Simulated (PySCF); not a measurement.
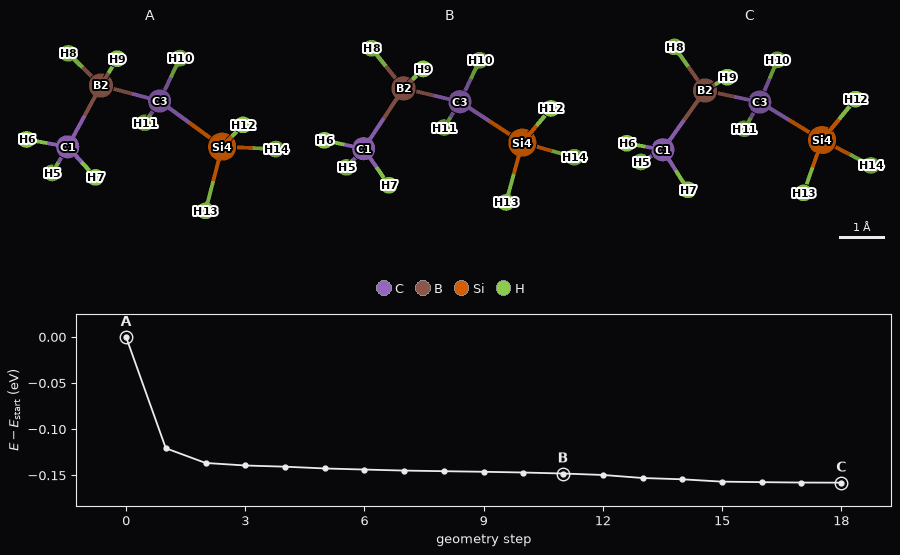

Frames of a relaxation of C$_{2}$H$_{10}$BSi (charge −1), marked on the history of the run. The picture is a ball-and-stick view, seen at a tilt.

The start comes from GFN2-xTB. Its atoms were then displaced at random by about 0.01 Å.

Theory: PBE0-D3(BJ)/def2-SVP geometry optimisation, gas phase in PySCF 2.14.0, density-fitted response routines. 

Question: Describe the path.

Answer: The energy falls by 0.158 eV in 18 geometry steps. The atom that moves furthest after the best rigid fit is H13 (0.79 Å). Largest moves by element: H 0.79 Å, C 0.21 Å, B 0.17 Å, Si 0.16 Å. Near-neighbour distances that change, for instance: Si4–H14 1.452 → 1.525 Å, B2–H9 1.212 → 1.259 Å, C3–Si4 1.893 → 1.851 Å, B2–H8 1.217 → 1.254 Å. Among the angles between lasting bonds that change: B2–C3–Si4 118.2° → 108.7°, B2–C3–H10 108.7° → 111.8°, H5–C1–H6 103.6° → 106.4°. Groups turn about C3–Si4 by about 25°, B2–C3 by about 20°. From step 0 to 11: H atoms move most (0.44 Å), energy −0.148 eV. From step 11 to 18: H13 moves most (0.36 Å), energy −0.010 eV.

Limits of the set-up: the basis has no diffuse functions, which an anion needs.
